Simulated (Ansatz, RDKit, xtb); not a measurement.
# Isomers of C3H9NOSi, a sample narrowed down, part 2 of 2

A sample of isomers of C3H9NOSi is drawn. Aim: find which of them has the lowest free energy at 298.15 K, then its properties. The sample is small against all isomers, and the most stable one of this formula need not be in it.

xtb, Ansatz and PySCF; isolated molecules.

## (7) Are they minima? Harmonic frequencies

The lowest few in one piece go on as finalists. In this search the thermal terms come from GFN2-xTB at its own nearest minimum. The first, c721a:

The input, start.xyz:

```xyz
15
c721a
C     -0.004254     0.045339     1.641425
C     -0.718936     1.737565     0.654668
C      0.616779     0.966003     0.557478
N     -0.106288    -1.340581     1.344082
O     -1.246677     0.798815     1.600063
Si     1.086008     0.195284    -1.104671
H     -0.459206    -1.874449     2.136570
H     -0.734824    -1.500427     0.556384
H      0.473655     0.145093     2.632487
H     -1.332683     1.792042    -0.264131
H     -0.633552     2.756583     1.073235
H      1.481704     1.536269     0.930929
H      1.347180     1.301058    -2.074936
H      2.309053    -0.647129    -0.997479
H     -0.041061    -0.623668    -1.640941
```

Run with:

```
$ xtb start.xyz --gfn 2 --ohess tight
```

Standard output, cut to the lines that bear on the results:

```text
* xtb version 6.7.1
[...]
          :  # basis functions                  39          :
[...]
          :  # electrons                        36          :
[...]
          :  Hamiltonian                  GFN2-xTB          :
[...]
          :  net charge                          0          :
          :  unpaired electrons                  0          :
[...]
   *** convergence criteria satisfied after 12 iterations ***
[...]
   *** GEOMETRY OPTIMIZATION CONVERGED AFTER 17 ITERATIONS ***
[...]
   *** convergence criteria satisfied after 3 iterations ***
[...]
         ::                     SUMMARY                     ::
         :::::::::::::::::::::::::::::::::::::::::::::::::::::
         :: total energy             -19.697106900809 Eh    ::
         :: gradient norm              0.000086379800 Eh/a0 ::
         :: HOMO-LUMO gap              5.353775841151 eV    ::
         ::.................................................::
         :: SCC energy               -19.890350592739 Eh    ::
         :: -> isotropic ES            0.046358211329 Eh    ::
         :: -> anisotropic ES          0.001935971524 Eh    ::
         :: -> anisotropic XC          0.005738066833 Eh    ::
         :: -> dispersion             -0.010113357908 Eh    ::
         :: repulsion energy           0.193243691930 Eh    ::
         :: add. restraining           0.000000000000 Eh    ::
         :: total charge               0.000000000000 e     ::
         :::::::::::::::::::::::::::::::::::::::::::::::::::::
[...]
        18        2.0000           -0.3831227             -10.4253 (HOMO)
        19                         -0.1863752              -5.0715 (LUMO)
[...]
molecular dipole:
                 x           y           z       tot (Debye)
 q only:        0.603      -0.275      -0.720
   full:        0.210      -0.047      -0.249       0.836
molecular quadrupole (traceless):
[...]
          | TOTAL ENERGY              -19.697106900812 Eh   |
          | TOTAL ENTHALPY            -19.572985307719 Eh   |
          | TOTAL FREE ENERGY         -19.613282278416 Eh   |
          | GRADIENT NORM               0.000086365672 Eh/α |
[...]
```

Wall time 1.2 s (2 threads of AMD EPYC (Zen 3), shared host).

## (8) Zero-point energy and free-energy terms

As xtb prints them, at 298.15 K, with its own treatment of low modes:

| label | SMILES | spin | lowest mode (cm⁻¹) | zero-point (kcal/mol) | G − E (kcal/mol) |
| --- | --- | --- | --- | --- | --- |
| c721a | N[C@@H]1OC[C@@H]1[SiH3] | singlet | 69 | 72.5 | 52.6 |
| c891a | N[C@@H]1C[C@H]([SiH3])O1 | singlet | 62 | 72.4 | 52.4 |
| c040a | N[C@@H]1OC[C@H]1[SiH3] | singlet | 58 | 71.9 | 51.4 |
| c478a | N[C@@H]1C[C@@H]([SiH3])O1 | singlet | 55 | 71.9 | 51.5 |
| c793a | N[C@@]1([SiH3])CCO1 | singlet | 66i | 71.7 | 52.0 |
| c530a | N[C@@H]1CO[C@@H]1[SiH3] | singlet | 67 | 72.2 | 52.2 |

c793a keeps an imaginary mode, so the thermal terms were not taken at a true minimum.

## (9) Energies at the top level

Single points at CCSD(T)/def2-SVP + MP2/def2-TZVPP - MP2/def2-SVP on the refined geometries decide the order.

c721a, CCSD(T)/def2-SVP:

The input, input.yaml:

```yaml
crystal:
  periodic: [false, false, false]
  atoms:
    - symbol: C
      position_ang: [-0.004254, 0.045339, 1.641425]
    - symbol: C
      position_ang: [-0.718936, 1.737565, 0.654668]
    - symbol: C
      position_ang: [0.616779, 0.966003, 0.557478]
    - symbol: N
      position_ang: [-0.106288, -1.340581, 1.344082]
    - symbol: O
      position_ang: [-1.246677, 0.798815, 1.600063]
    - symbol: Si
      position_ang: [1.086008, 0.195284, -1.104671]
    - symbol: H
      position_ang: [-0.459206, -1.874449, 2.136570]
    - symbol: H
      position_ang: [-0.734824, -1.500427, 0.556384]
    - symbol: H
      position_ang: [0.473655, 0.145093, 2.632487]
    - symbol: H
      position_ang: [-1.332683, 1.792042, -0.264131]
    - symbol: H
      position_ang: [-0.633552, 2.756583, 1.073235]
    - symbol: H
      position_ang: [1.481704, 1.536269, 0.930929]
    - symbol: H
      position_ang: [1.347180, 1.301058, -2.074936]
    - symbol: H
      position_ang: [2.309053, -0.647129, -0.997479]
    - symbol: H
      position_ang: [-0.041061, -0.623668, -1.640941]
basis:
  gaussian:
    orbitals: def2-SVP
correlation:
  method: ccsd_t
  frozen_orbitals: {C: 1, "N": 1, H: 0, O: 1, Si: 5}
total_charge: 0
```

Run with:

```
$ ansatz run input.yaml --threads 2 --pin off --max-ram 5220MiB --events-out events.jsonl --progress --plain --runs-dir runs
```

Standard output, cut to the lines that bear on the results:

```text
Warning: RAYON_NUM_THREADS=2 ignored (pool sized by the plan → 2); use --threads N
Functional definition: HF
  name "HF"
[...]
1344 factors; integrals over basis functions are off by at most 1.4e-3 eV
[...]
mean field -14606.13799219 eV, -536.7656708172 hartree, gradient 1.5e-6 eV, S^2 0.000000; 0 other end points of the search recorded, 0 dependent functions left out
10 core orbitals not correlated: weight in the atoms' cores, before any rotation towards them, 1.000 or more for the frozen orbitals, at most 0.000 for the correlated occupied ones
reference -14606.13799219 eV, -536.7656708172 hartree; 18, 18 occupied and 105, 105 virtual orbitals, 1344 factors
second order -23.62851760 eV of doubles, -0.00000000 eV of singles
cycle   1  -24.59484834 eV  change   -9.7e-1 eV  update   1.1e-1
[...]
cycle   9  -25.39862482 eV  change   -1.4e-5 eV  update   2.4e-5
perturbative correction -0.77125497 eV, -0.0283430975 hartree
Total energy: -14632.30787199 eV, -537.7273961611 hartree
```

It took 69 s on 2 threads of AMD EPYC (Zen 3), shared host; peak memory 0.96 GiB.

## (10) c721a at MP2/def2-TZVPP

The input, input.yaml:

```yaml
crystal:
  periodic: [false, false, false]
  atoms:
    - {symbol: C, position_ang: [-0.004254, 0.045339, 1.641425]}
    - {symbol: C, position_ang: [-0.718936, 1.737565, 0.654668]}
    - {symbol: C, position_ang: [0.616779, 0.966003, 0.557478]}
    - {symbol: "N", position_ang: [-0.106288, -1.340581, 1.344082]}
    - {symbol: O, position_ang: [-1.246677, 0.798815, 1.600063]}
    - {symbol: Si, position_ang: [1.086008, 0.195284, -1.104671]}
    - {symbol: H, position_ang: [-0.459206, -1.874449, 2.136570]}
    - {symbol: H, position_ang: [-0.734824, -1.500427, 0.556384]}
    - {symbol: H, position_ang: [0.473655, 0.145093, 2.632487]}
    - {symbol: H, position_ang: [-1.332683, 1.792042, -0.264131]}
    - {symbol: H, position_ang: [-0.633552, 2.756583, 1.073235]}
    - {symbol: H, position_ang: [1.481704, 1.536269, 0.930929]}
    - {symbol: H, position_ang: [1.347180, 1.301058, -2.074936]}
    - {symbol: H, position_ang: [2.309053, -0.647129, -0.997479]}
    - {symbol: H, position_ang: [-0.041061, -0.623668, -1.640941]}
basis:
  gaussian:
    orbitals: def2-TZVPP
correlation:
  method: mp2
  frozen_orbitals: {C: 1, "N": 1, H: 0, O: 1, Si: 5}
```

Run with:

```
$ ansatz run input.yaml --threads 2 --pin off --max-ram 5220MiB --events-out events.jsonl --progress --plain --runs-dir runs
```

Standard output:

```text
Warning: RAYON_NUM_THREADS=2 ignored (pool sized by the plan → 2); use --threads N
[... 2 set-up lines as earlier in the session ...]
  exchange = exact_x
  correlation = 0
1907 factors; integrals over basis functions are off by at most 1.1e-3 eV
mean field evaluation 1: about -14611.7270 eV, gradient 4.2e1 eV
mean field evaluation 2: about -14612.0900 eV, gradient 4.2e1 eV
mean field evaluation 4: about -14616.5870 eV, gradient 5.1e0 eV
mean field evaluation 8: about -14616.6688 eV, gradient 3.6e-1 eV
mean field -14616.66929719 eV, -537.1526891374 hartree, gradient 2.9e-6 eV, S^2 0.000000; 0 other end points of the search recorded, 0 dependent functions left out
10 core orbitals not correlated: weight in the atoms' cores, before any rotation towards them, 1.000 or more for the frozen orbitals, at most 0.000 for the correlated occupied ones
reference -14616.66929719 eV, -537.1526891374 hartree; 18, 18 occupied and 295, 295 virtual orbitals, 1907 factors
second order -29.40951354 eV of doubles, -0.00000000 eV of singles
Total energy: -14646.07881073 eV, -538.2334688255 hartree
```

Wall time 32 s (2 threads of AMD EPYC (Zen 3), shared host); peak memory 1.1 GiB.

## (11) c891a at CCSD(T)/def2-SVP

The input, input.yaml:

```yaml
crystal:
  periodic: [false, false, false]
  atoms:
    - symbol: C
      position_ang: [0.216786, -0.507910, -0.577789]
    - symbol: C
      position_ang: [-0.924536, -0.240525, 0.420149]
    - symbol: C
      position_ang: [-0.074345, -1.052451, 1.422902]
    - symbol: N
      position_ang: [0.783566, 0.622857, -1.211519]
    - symbol: O
      position_ang: [1.016974, -1.142243, 0.470227]
    - symbol: Si
      position_ang: [0.503997, -0.199645, 3.019014]
    - symbol: H
      position_ang: [1.120934, 1.298693, -0.525497]
    - symbol: H
      position_ang: [1.565412, 0.367375, -1.813374]
    - symbol: H
      position_ang: [-0.026384, -1.257553, -1.352640]
    - symbol: H
      position_ang: [-1.908910, -0.651154, 0.157324]
    - symbol: H
      position_ang: [-1.035648, 0.829554, 0.654495]
    - symbol: H
      position_ang: [-0.503430, -2.051008, 1.633817]
    - symbol: H
      position_ang: [0.989661, 1.168361, 2.670527]
    - symbol: H
      position_ang: [1.610563, -0.970438, 3.653575]
    - symbol: H
      position_ang: [-0.627872, -0.078998, 3.988848]
basis:
  gaussian: {orbitals: def2-SVP}
correlation: {method: ccsd_t, frozen_orbitals: {C: 1, "N": 1, H: 0, O: 1, Si: 5}}
```

Run with:

```
$ ansatz run input.yaml --threads 2 --pin off --max-ram 5220MiB --events-out events.jsonl --progress --plain --runs-dir runs
```

Standard output, cut to the lines that bear on the results:

```text
Warning: RAYON_NUM_THREADS=2 ignored (pool sized by the plan → 2); use --threads N
[... 2 set-up lines as earlier in the session ...]
[...]
1343 factors; integrals over basis functions are off by at most 1.3e-3 eV
[...]
mean field -14606.03725898 eV, -536.7619689397 hartree, gradient 1.7e-6 eV, S^2 0.000000; 0 other end points of the search recorded, 0 dependent functions left out
10 core orbitals not correlated: weight in the atoms' cores, before any rotation towards them, 1.000 or more for the frozen orbitals, at most 0.000 for the correlated occupied ones
reference -14606.03725898 eV, -536.7619689397 hartree; 18, 18 occupied and 105, 105 virtual orbitals, 1343 factors
second order -23.62209637 eV of doubles, -0.00000000 eV of singles
cycle   1  -24.58530655 eV  change   -9.6e-1 eV  update   1.1e-1
[...]
cycle   9  -25.40006730 eV  change   -1.7e-5 eV  update   2.3e-5
perturbative correction -0.77303944 eV, -0.0284086754 hartree
Total energy: -14632.21036571 eV, -537.7238128714 hartree
```

Run time: 66 s. Hardware: 2 threads of AMD EPYC (Zen 3), shared host; peak memory 0.96 GiB.

## (12) Free energies and the winner

Energies in kcal/mol from c721a; G adds the thermal terms to the CCSD(T)/def2-SVP + MP2/def2-TZVPP - MP2/def2-SVP energy. The columns left of the relaxed level are at the tight-binding geometries.

| label | SMILES | spin | GFN2-xTB | HF/STO-3G | r2SCAN-D4/def2-SVP | B3LYP-D3(BJ)/def2-SVP | HF/def2-SVP | MP2/def2-SVP | CCSD(T)/def2-SVP + MP2/def2-TZVPP - MP2/def2-SVP | G | share at equilibrium | T1 |
| --- | --- | --- | --- | --- | --- | --- | --- | --- | --- | --- | --- | --- |
| c721a | N[C@@H]1OC[C@@H]1[SiH3] | singlet | 0.0 | 0.0 | 0.0 | 0.0 | 0.0 | 0.0 | 0.0 | 0.0 | 95.6 % | 0.011 |
| c891a | N[C@@H]1C[C@H]([SiH3])O1 | singlet | -0.1 | 1.3 | 2.1 | 2.1 | 2.3 | 2.5 | 2.0 | 1.8 | 4.2 % | 0.011 |
| c040a | N[C@@H]1OC[C@H]1[SiH3] | singlet | 4.3 | 4.5 | 6.4 | 6.3 | 4.8 | 5.9 | 4.9 | 3.7 | 0.2 % | 0.010 |
| c478a | N[C@@H]1C[C@@H]([SiH3])O1 | singlet | 4.3 | 5.5 | 8.3 | 7.9 | 7.0 | 8.1 | 6.9 | 5.8 | < 0.1 % | 0.011 |
| c793a | N[C@@]1([SiH3])CCO1 | singlet | 4.4 | 7.8 | 9.2 | 8.6 | 9.9 | 9.1 | 8.5 | 7.9 | < 0.1 % | 0.011 |
| c530a | N[C@@H]1CO[C@@H]1[SiH3] | singlet | 6.2 | 7.2 | 12.3 | 11.0 | 11.6 | 12.5 | 11.2 | 10.8 | < 0.1 % | 0.011 |

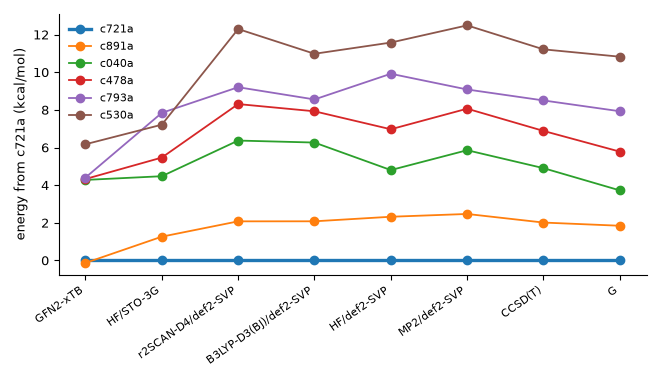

The finalists at each level, measured from c721a.

Lowest found: c721a, `N[C@@H]1OC[C@@H]1[SiH3]`, a singlet. Bond lengths: C1–C3 1.552 Å, C2–C3 1.546 Å, C1–N4 1.421 Å, C1–O5 1.454 Å, C2–O5 1.433 Å, C3–Si6 1.891 Å, N4–H7 1.019 Å, N4–H8 1.020 Å, C1–H9 1.105 Å, C2–H10 1.106 Å, C2–H11 1.105 Å, C3–H12 1.101 Å, Si6–H13 1.494 Å, Si6–H14 1.489 Å, Si6–H15 1.493 Å. Some angles: C1–C3–C2 84.6°, C1–C3–Si6 118.1°, C2–C3–Si6 118.2°, C3–C1–N4 117.5°, C3–C1–O5 90.8°, N4–C1–O5 116.0°, C3–C2–O5 91.9°, C1–O5–C2 92.5°, C1–C3–H12 112.6°, C2–C3–H12 113.5°.

```xyz
15

C    -0.0043    0.0453    1.6414
C    -0.7189    1.7376    0.6547
C     0.6168    0.9660    0.5575
N    -0.1063   -1.3406    1.3441
O    -1.2467    0.7988    1.6001
Si    1.0860    0.1953   -1.1047
H    -0.4592   -1.8744    2.1366
H    -0.7348   -1.5004    0.5564
H     0.4737    0.1451    2.6325
H    -1.3327    1.7920   -0.2641
H    -0.6336    2.7566    1.0732
H     1.4817    1.5363    0.9309
H     1.3472    1.3011   -2.0749
H     2.3091   -0.6471   -0.9975
H    -0.0411   -0.6237   -1.6409
```

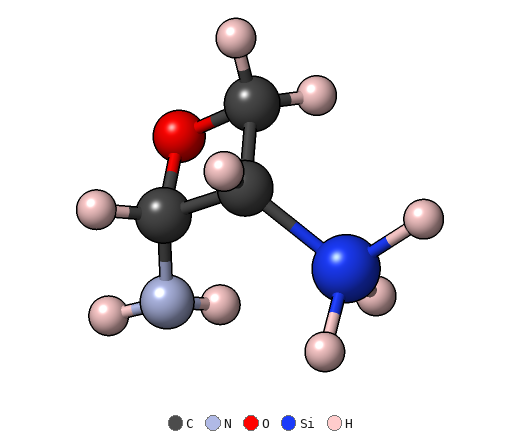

The lowest structure found, seen from a chosen angle (carbon dark grey, nitrogen light blue, oxygen red, silicon blue, hydrogen pink).

## (13) What came out

The summary covers parts 1 to 2.

| quantity | value |
| --- | --- |
| lowest structure found | N[C@@H]1OC[C@@H]1[SiH3], singlet |
| next finalist | N[C@@H]1C[C@H]([SiH3])O1, singlet, 1.8 kcal/mol higher in G |
| share at equilibrium, among the finalists | 95.6 % |
| funnel | 14 starts, 13 minima at GFN2-xTB, 15 screening runs, 6 relaxed, 6 ranked |
| CPU time of all runs | 44 min |

**Reading.** The search ends on `N[C@@H]1OC[C@@H]1[SiH3]`. The margin, 1.8 kcal/mol, is modest. HF/STO-3G, r2SCAN-D4/def2-SVP, B3LYP-D3(BJ)/def2-SVP, HF/def2-SVP and MP2/def2-SVP already put its bonding pattern lowest among the structures in one piece; GFN2-xTB favours the singlet N[C@@H]1C[C@H]([SiH3])O1. The largest share of the time went into the relaxations (50 %). Lowest found is not proven lowest: the search is finite, and each finalist counts with one conformer. Only 8 drawn patterns were tried, so whole families of isomers are missing, and the result ranks this sample alone. The lowest isomer need not be the one that is made and kept in a bottle, which depends on barriers.
